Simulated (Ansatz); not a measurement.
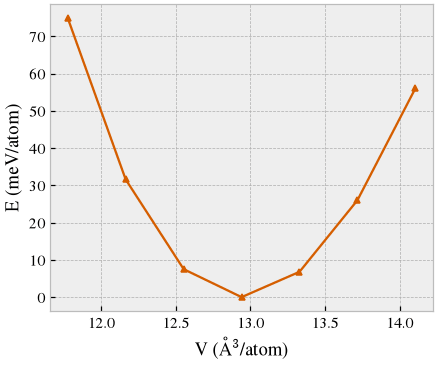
Fig. 1. V (bcc (W type), space group No. 229) under volume change, PBEsol (plane waves, PAW; program Ansatz), scaled uniformly.

Question: What does a third-order Birch–Murnaghan fit give for V₀, B₀ and B′?

Answer: V₀ = 12.94 Å³/atom, B₀ = 197 GPa, B′ = 3.8.

Space group Im-3m (bcc (W type)). The cell was relaxed with PBEsol under the symmetry of its start. The workflow began spin-polarised and lost its moments. The volume moved by 22 % from the start of the relaxation.

Potentials: the later of the program's two PAW sets.
